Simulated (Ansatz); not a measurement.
# ZnSe (F-43m): band gap under exact exchange

How does exact exchange change the gap of ZnSe (F-43m)? Aim: the band gap under exact exchange, for ZnSe (F-43m), run from a script.

All numbers are computed with Ansatz 0.2.0 through its Python package. The levels of theory stand in the script.

## (1) The structure

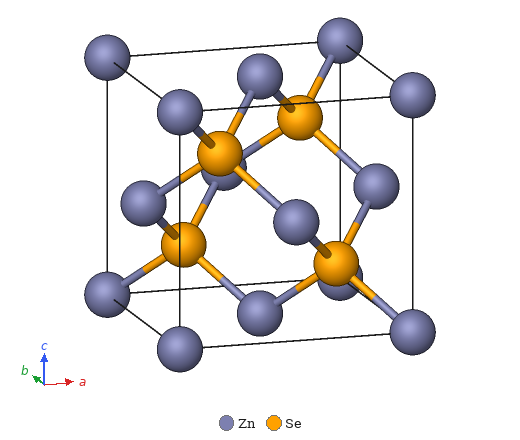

The starting structure, viewed slightly off an axis; zinc blue, selenium orange. The cell is the conventional one. Atoms on cell faces are repeated.

No structure file is read: the coordinates are typed or built in the script.

## (2) Script

Input file znse.py:

```python
'''Band gap of ZnSe from semilocal and hybrid functionals.'''

import ansatz as az
import numpy as np
from tabulate import tabulate


def count_gap(report):
    # lowest empty less highest filled band, counting bands; zero where they overlap
    return max(report.get('gap_by_band_count_ev') or 0.0, 0.0)

xtal = (
    az.Lattice.of((0.0, 2.8338, 2.8338), (2.8338, 0.0, 2.8338), (2.8338, 2.8338, 0.0))
    .atom('Zn', (0.0, 0.0, 0.0))
    .atom('Se', (0.25, 0.25, 0.25))
)

setup = xtal.calculation()
setup = setup.kpoints(4, center='monkhorst-pack')
setup = setup.basis(24 * az.Ry, xc_grid=2)
setup = setup.occupations('Fixed')
setup = setup.initial_density(normalization='atom').band_table()
rows = []
for value in ['pbe', 'pbe0', 'b3lyp']:
    r = setup.functional(value).run().report
    width = r['fermi_energy_ev'] - min(e for e in r['eigenvalues_ev'][0] if e > r['fermi_energy_ev'] - 10)
    rows.append((value, count_gap(r), width, r.get('hybrid', {}).get('n_outer', 0), r['n_iterations']))
print(tabulate(rows, headers=['functional', 'gap by band count eV', 'E_F less lowest level within 10 eV (first k)', 'exchange loops', 'iterations'], floatfmt='.4f', tablefmt='github'))
```

## (3) What the engine is handed

The engine receives this input (first run):

```yaml
crystal:
  lattice:
    - [0.0, 2.8338, 2.8338]
    - [2.8338, 0.0, 2.8338]
    - [2.8338, 2.8338, 0.0]
  atoms:
    - { symbol: Zn, position: [0.0, 0.0, 0.0] }
    - { symbol: Se, position: [0.25, 0.25, 0.25] }
basis:
  ecutwfc: 326.536634951856
  xc_grid: 2
kpoints:
  mp_grid:
    grid: [4, 4, 4]
    shift: [0.5, 0.5, 0.5]
hamiltonian:
  xc: pbe
scf:
  occupations:
    method: fixed
  initial_density:
    normalization: atom
output:
  eigenvalues: true
```

## (4) Launch

The run is started by

```
$ python znse.py
```

The log of the run:

```text
DeckWarning: basis.ecutwfc = 326.536634951856 eV is below the records' recommended 420 eV, and the density's cutoff is lower with it unless basis.ecutrho_ratio is high enough to keep the records' density cutoff: compare with a run at a higher cutoff
DeckWarning: crystal.symmetry: narrowed to the stabiliser of the k-point mesh — unitary ops 24 → 6; excluded 18 operations that carry a point of the 4×4×4 mesh (shift [0.5, 0.5, 0.5]) off the mesh (the run samples exactly the mesh kpoints.mp_grid names, as under crystal.symmetry.detect: false, and its converged state has the mesh's symmetry, not the crystal's; ε∞, the Born charges and the force constants of a linear response (`dielectric:` by the response, `phonons.method: dfpt`) are averaged over those of the crystal's operations that the state keeps within a tolerance, where `mesh_tensors`, `unaveraged_element` or `gamma_mean_max_change_ev_ang2` stands beside them; a row that [...]
| functional   |   gap by band count eV |   E_F less lowest level within 10 eV (first k) |   exchange loops |   iterations |
|--------------|------------------------|------------------------------------------------|------------------|--------------|
| pbe          |                 2.4239 |                                         6.4160 |                0 |            7 |
| pbe0         |                 4.1976 |                                         8.1482 |                2 |           15 |
| b3lyp        |                 3.7856 |                                         7.9272 |                2 |           14 |
```

(Warnings from the package without file and line, shortened.)

It took 19 s on 1 thread of Arm Neoverse V2, shared host; peak memory 0.66 GiB.

## (5) Inputs of later runs

The engine's inputs for the other runs:

Run 2, against run 1:

```diff
@@ -17 +17 @@
-  xc: pbe
+  xc: pbe0
```

Run 3, against run 1:

```diff
@@ -17 +17 @@
-  xc: pbe
+  xc: b3lyp
```

## (6) The runs side by side

From the records of these 3 runs:

| run | functional | energy (eV/atom) | gap on the mesh (eV) | SCF cycles | CPU time (s) |
| --- | --- | --- | --- | --- | --- |
| 1 | pbe | -4394.7466 | 2.42 | 7 | 0.65 |
| 2 | pbe0 | -4395.5792 | 4.20 | 15 | 7.8 |
| 3 | b3lyp | -4403.9654 | 3.79 | 14 | 7.7 |

Totals hang on functional and potentials, so only runs at one level compare.

## (7) What came out

| quantity | value |
| --- | --- |
| runs compared | 3 |

**Reading.** Runs 1, 2, 3: each has a cutoff far under the recommended one, so what rests on them isn't a property of the system. PBE gives 2.42 eV, PBE0 gives 4.20 eV and B3LYP gives 3.79 eV. The widest is 1.77 eV above the narrowest. Caveats:
- The cutoff lies under the one recommended for these potentials.
- The k-point mesh is coarse, and energy and stress weren't tested for convergence.
- This mesh misses the zone centre, where many direct gaps lie, so the gap can be several times too large.
- Gaps are read on a coarse mesh, so the true band edges can lie between its points.
